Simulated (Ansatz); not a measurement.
Geometry relaxation of C2H8AlN (part 1 of 2)

- system: C2H8AlN
- method: RHF/STO-3G (Ansatz 0.2.0)

It belongs to a series of runs on one base structure; here: end point A relaxed.

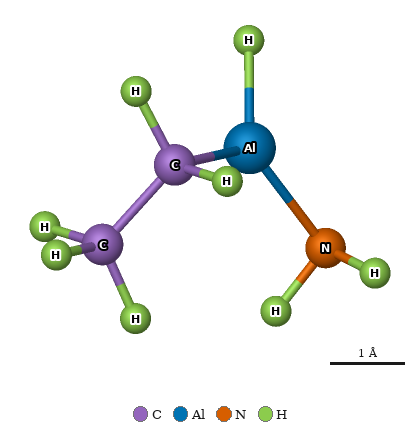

The starting structure (ball-and-stick view, seen at a tilt). Sticks mark near contacts.

### The input
```yaml
crystal:
  periodic: [false, false, false]
  atoms:
    - { symbol: C, position_ang: [-1.0214, 1.1257, 0.0211] }
    - { symbol: C, position_ang: [0.0323, 0.616, 0.8972] }
    - { symbol: Al, position_ang: [1.2566, -0.5443, -0.1519] }
    - { symbol: "N", position_ang: [0.6974, -2.086, -1.0359] }
    - { symbol: H, position_ang: [-1.6624, 0.3327, -0.445] }
    - { symbol: H, position_ang: [-1.7462, 1.827, 0.6122] }
    - { symbol: H, position_ang: [-0.6102, 1.7867, -0.8053] }
    - { symbol: H, position_ang: [0.6521, 1.4749, 1.3334] }
    - { symbol: H, position_ang: [-0.4064, 0.034, 1.7596] }
    - { symbol: H, position_ang: [2.8415, -0.1722, -0.2032] }
    - { symbol: H, position_ang: [-0.1376, -1.7699, -1.6597] }
    - { symbol: H, position_ang: [0.1813, -2.6798, -0.2885] }
basis:
  gaussian: { orbitals: STO-3G }
hamiltonian:
  xc: hf
relax:
  f_tol: 0.015
  max_steps: 40
output:
  orbitals: {}
```

Launch command:
```bash
ansatz run input.yaml --threads 1 --pin off --max-ram 2048MiB --backend cpu --events-out ev --progress --plain --runs-dir out
```

### Output
```
The last accepted step is kept in [file] (removed where the run ends without a failure and the disk answers)
Engine: ansatz 0.2.0, x86_64-unknown-linux-gnu
Functional definition: HF
  exchange = exact_x
  correlation = 0
453 factors; integrals over basis functions are off by at most 1.2e-5 eV
mean field evaluation 1: about -10126.6733 eV, gradient 2.2e1 eV
mean field evaluation 2: about -10126.7795 eV, gradient 2.2e1 eV
mean field evaluation 4: about -10128.5720 eV, gradient 1.6e0 eV
mean field evaluation 8: about -10128.5850 eV, gradient 1.7e-2 eV
mean field -10128.58499920 eV, -372.2186333193 hartree, gradient 2.0e-5 eV, S^2 0.000000; 0 other end points of the search recorded, 0 dependent functions left out
the calculation of the forces begins
reference -10128.58499920 eV, -372.2186333193 hartree; 20, 20 occupied and 12, 12 virtual orbitals, 453 factors
relax step   1: F+E_penalty+E_count = -10128.58499920 eV  Δ(F+E_penalty+E_count) = +0.000e0 eV  max|allowed force component| = 4.730e0 eV/Å  Δτ_max = 0.0000 Å  (26 SCF iters, accepted)
these checks for a lower state are left out or cut short: starts, cluster_reference, orbital_swaps, neighbouring_geometries, increment
453 factors; integrals over basis functions are off by at most 1.4e-5 eV
mean field evaluation 16: about -10129.4847 eV, gradient 2.0e-4 eV
mean field -10129.48471748 eV, -372.2516973560 hartree, gradient 1.4e-5 eV, S^2 0.000000; 0 other end points of the search recorded, 0 dependent functions left out
[... from here on the field's lines of each further geometry are left out, up to the last ...]
relax step   2: F+E_penalty+E_count = -10129.48471748 eV  Δ(F+E_penalty+E_count) = -8.997e-1 eV  max|allowed force component| = 3.133e0 eV/Å  Δτ_max = 0.1594 Å  (29 SCF iters, accepted)
relax step   3: F+E_penalty+E_count = -10129.64950273 eV  Δ(F+E_penalty+E_count) = -1.648e-1 eV  max|allowed force component| = 6.148e-1 eV/Å  Δτ_max = 0.0842 Å  (23 SCF iters, accepted)
relax step   4: F+E_penalty+E_count = -10129.66655699 eV  Δ(F+E_penalty+E_count) = -1.705e-2 eV  max|allowed force component| = 3.225e-1 eV/Å  Δτ_max = 0.0861 Å  (29 SCF iters, accepted)
relax step   5: F+E_penalty+E_count = -10129.68477050 eV  Δ(F+E_penalty+E_count) = -1.821e-2 eV  max|allowed force component| = 5.258e-1 eV/Å  Δτ_max = 0.1209 Å  (29 SCF iters, accepted)
relax step   6: F+E_penalty+E_count = -10129.58999727 eV  Δ(F+E_penalty+E_count) = +9.477e-2 eV  max|allowed force component| = 2.722e0 eV/Å  Δτ_max = 0.1932 Å  (28 SCF iters, rejected (line search))
relax step   7: F+E_penalty+E_count = -10129.70789951 eV  Δ(F+E_penalty+E_count) = -2.313e-2 eV  max|allowed force component| = 2.357e-1 eV/Å  Δτ_max = 0.0965 Å  (28 SCF iters, accepted)
relax step   8: F+E_penalty+E_count = -10129.73410472 eV  Δ(F+E_penalty+E_count) = -2.621e-2 eV  max|allowed force component| = 3.832e-1 eV/Å  Δτ_max = 0.0980 Å  (29 SCF iters, accepted)
relax step   9: F+E_penalty+E_count = -10129.77794394 eV  Δ(F+E_penalty+E_count) = -4.384e-2 eV  max|allowed force component| = 9.035e-1 eV/Å  Δτ_max = 0.1487 Å  (29 SCF iters, accepted)
relax step  10: F+E_penalty+E_count = -10129.88192655 eV  Δ(F+E_penalty+E_count) = -1.040e-1 eV  max|allowed force component| = 8.216e-1 eV/Å  Δτ_max = 0.1998 Å  (28 SCF iters, accepted)
relax step  11: F+E_penalty+E_count = -10129.93950262 eV  Δ(F+E_penalty+E_count) = -5.758e-2 eV  max|allowed force component| = 2.031e0 eV/Å  Δτ_max = 0.2000 Å  (29 SCF iters, accepted)
relax step  12: F+E_penalty+E_count = -10130.05964394 eV  Δ(F+E_penalty+E_count) = -1.201e-1 eV  max|allowed force component| = 8.161e-1 eV/Å  Δτ_max = 0.1999 Å  (28 SCF iters, accepted)
relax step  13: F+E_penalty+E_count = -10130.13491381 eV  Δ(F+E_penalty+E_count) = -7.527e-2 eV  max|allowed force component| = 5.270e-1 eV/Å  Δτ_max = 0.2000 Å  (27 SCF iters, accepted)
relax step  14: F+E_penalty+E_count = -10130.15636990 eV  Δ(F+E_penalty+E_count) = -2.146e-2 eV  max|allowed force component| = 2.496e-1 eV/Å  Δτ_max = 0.1353 Å  (28 SCF iters, accepted)
relax step  15: F+E_penalty+E_count = -10130.15787104 eV  Δ(F+E_penalty+E_count) = -1.501e-3 eV  max|allowed force component| = 2.220e-1 eV/Å  Δτ_max = 0.0406 Å  (22 SCF iters, accepted)
relax step  16: F+E_penalty+E_count = -10130.09922038 eV  Δ(F+E_penalty+E_count) = +5.865e-2 eV  max|allowed force component| = 1.279e0 eV/Å  Δτ_max = 0.1058 Å  (28 SCF iters, rejected (line search))
relax step  17: F+E_penalty+E_count = -10130.16236626 eV  Δ(F+E_penalty+E_count) = -4.495e-3 eV  max|allowed force component| = 3.408e-2 eV/Å  Δτ_max = 0.0411 Å  (22 SCF iters, accepted)
relax step  18: F+E_penalty+E_count = -10130.16287286 eV  Δ(F+E_penalty+E_count) = -5.066e-4 eV  max|allowed force component| = 1.587e-2 eV/Å  Δτ_max = 0.0267 Å  (22 SCF iters, accepted)
relax step  19: F+E_penalty+E_count = -10130.16344388 eV  Δ(F+E_penalty+E_count) = -5.710e-4 eV  max|allowed force component| = 7.545e-2 eV/Å  Δτ_max = 0.0710 Å  (22 SCF iters, accepted)
relax step  20: F+E_penalty+E_count = -10130.16386309 eV  Δ(F+E_penalty+E_count) = -4.192e-4 eV  max|allowed force component| = 6.392e-2 eV/Å  Δτ_max = 0.0299 Å  (21 SCF iters, accepted)
relax step  21: F+E_penalty+E_count = -10130.16471472 eV  Δ(F+E_penalty+E_count) = -8.516e-4 eV  max|allowed force component| = 1.100e-1 eV/Å  Δτ_max = 0.0721 Å  (21 SCF iters, accepted)
relax step  22: F+E_penalty+E_count = -10130.16530342 eV  Δ(F+E_penalty+E_count) = -5.887e-4 eV  max|allowed force component| = 1.067e-1 eV/Å  Δτ_max = 0.0377 Å  (22 SCF iters, accepted)
relax step  23: F+E_penalty+E_count = -10130.16629263 eV  Δ(F+E_penalty+E_count) = -9.892e-4 eV  max|allowed force component| = 7.588e-2 eV/Å  Δτ_max = 0.0826 Å  (22 SCF iters, accepted)
relax step  24: F+E_penalty+E_count = -10130.16680451 eV  Δ(F+E_penalty+E_count) = -5.119e-4 eV  max|allowed force component| = 9.940e-2 eV/Å  Δτ_max = 0.0574 Å  (22 SCF iters, accepted)
relax step  25: F+E_penalty+E_count = -10130.16719885 eV  Δ(F+E_penalty+E_count) = -3.943e-4 eV  max|allowed force component| = 9.558e-2 eV/Å  Δτ_max = 0.0371 Å  (22 SCF iters, accepted)
relax step  26: F+E_penalty+E_count = -10130.16768941 eV  Δ(F+E_penalty+E_count) = -4.906e-4 eV  max|allowed force component| = 9.521e-2 eV/Å  Δτ_max = 0.0309 Å  (22 SCF iters, accepted)
relax step  27: F+E_penalty+E_count = -10130.16809123 eV  Δ(F+E_penalty+E_count) = -4.018e-4 eV  max|allowed force component| = 3.404e-2 eV/Å  Δτ_max = 0.0322 Å  (22 SCF iters, accepted)
relax step  28: F+E_penalty+E_count = -10130.16826940 eV  Δ(F+E_penalty+E_count) = -1.782e-4 eV  max|allowed force component| = 2.695e-2 eV/Å  Δτ_max = 0.0533 Å  (21 SCF iters, accepted)
relax step  29: F+E_penalty+E_count = -10130.16831577 eV  Δ(F+E_penalty+E_count) = -4.637e-5 eV  max|allowed force component| = 1.849e-2 eV/Å  Δτ_max = 0.0118 Å  (23 SCF iters, accepted)
the calculation of the forces begins
reference -10130.16834509 eV, -372.2768202072 hartree; 20, 20 occupied and 12, 12 virtual orbitals, 454 factors
relax step  30: F+E_penalty+E_count = -10130.16834509 eV  Δ(F+E_penalty+E_count) = -2.932e-5 eV  max|allowed force component| = 3.377e-3 eV/Å  Δτ_max = 0.0169 Å  (22 SCF iters, accepted)
```

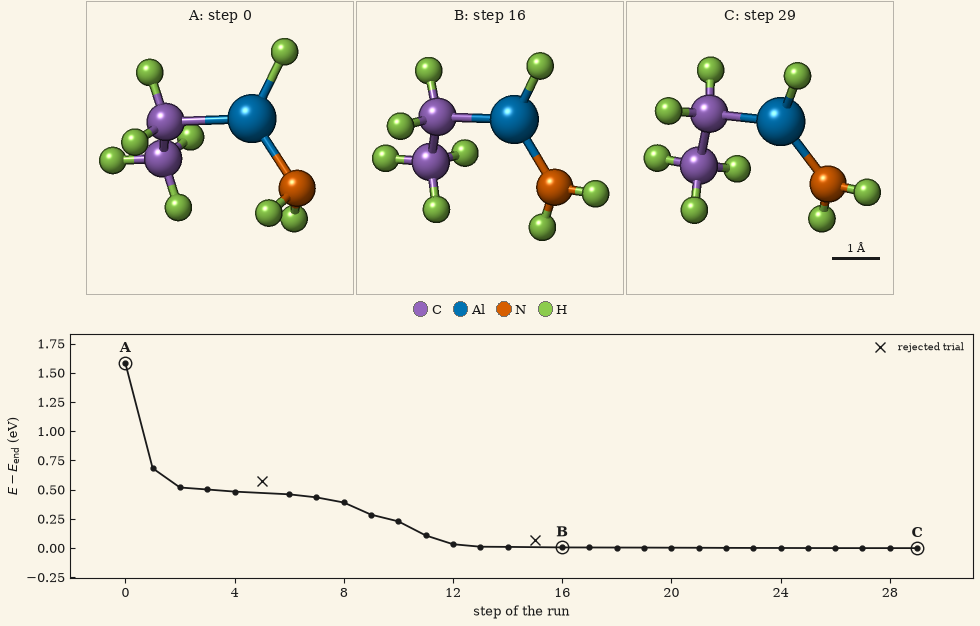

Frames of the relaxation (ball-and-stick view, seen at a tilt) above the curves, on which the letters mark them (the first geometry is step 0 here and step 1 in the log).

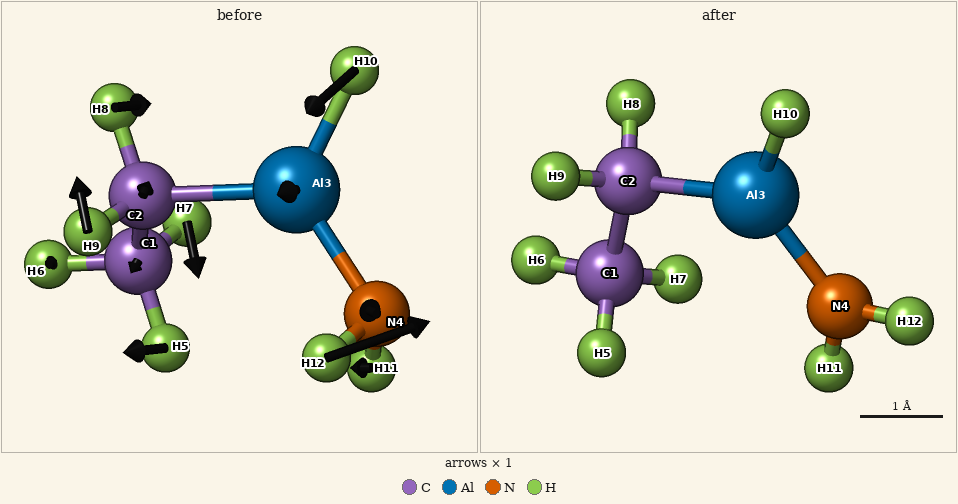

Before (left) and after (right) the relaxation, at one scale (ball-and-stick view, seen at a tilt). The black arrows give the displacements, at true length. The atom that moves furthest after the best rigid fit is H12 (1.46 Å). By element the largest moves are H 1.46 Å, N 0.43 Å, Al 0.39 Å, C 0.24 Å. Among the contacts that change: Al3–H10 1.629 → 1.473 Å, Al3–N4 1.863 → 1.716 Å, C1–C2 1.462 → 1.545 Å, C1–H6 1.169 → 1.088 Å. Among the angles that change: Al3–N4–H11 105.2° → 126.0°, Al3–N4–H12 105.6° → 125.3°, H11–N4–H12 100.9° → 108.7°. Over 29 geometry steps the energy falls by 1.583 eV. Largest force component: 4.7 eV/Å at the start, 0.0034 eV/Å at the end. The line search rejected the trial steps at points 5, 15 (counted from 0) and went back. (Atoms are counted from 1 in the order of the input.)

```
454 factors; integrals over basis functions are off by at most 4.7e-5 eV
mean field -10130.16834509 eV, -372.2768202072 hartree, gradient 2.2e-5 eV, S^2 0.000000; 1 other end points of the search recorded, 0 dependent functions left out
the calculation of the forces begins
reference -10130.16834509 eV, -372.2768202072 hartree; 20, 20 occupied and 12, 12 virtual orbitals, 454 factors
Total energy: -10130.16834509 eV, -372.2768202072 hartree
Atom 0 at    -1.164738     1.039832     0.071651 Å, force     0.000540    -0.000937    -0.000001 eV/Å
Atom 1 at     0.170237     0.785476     0.805765 Å, force    -0.001385     0.000282    -0.000420 eV/Å
Atom 2 at     1.170500    -0.722808     0.207176 Å, force     0.000069     0.001170    -0.000168 eV/Å
Atom 3 at     0.550201    -1.689981    -1.066867 Å, force    -0.000207     0.000124    -0.000142 eV/Å
Atom 4 at    -1.840239     0.193960     0.171980 Å, force     0.000229     0.000761    -0.000197 eV/Å
Atom 5 at    -1.679900     1.913843     0.463539 Å, force     0.000229    -0.000362     0.000014 eV/Å
Atom 6 at    -1.007934     1.206092    -0.991201 Å, force    -0.000066     0.000109     0.000945 eV/Å
Atom 7 at     0.776203     1.683450     0.721545 Å, force     0.000099    -0.000784    -0.000068 eV/Å
Atom 8 at    -0.043670     0.685344     1.866371 Å, force     0.000716    -0.000096    -0.000345 eV/Å
Atom 9 at     2.467198    -1.099005     0.796501 Å, force    -0.001990     0.000505    -0.000469 eV/Å
Atom 10 at    -0.326897    -1.541067    -1.556867 Å, force     0.003377    -0.000249     0.001815 eV/Å
Atom 11 at     1.006037    -2.510335    -1.455593 Å, force    -0.001612    -0.000525    -0.000964 eV/Å
Dipole moment:     0.037136    -0.098327    -0.058512 e Å
```
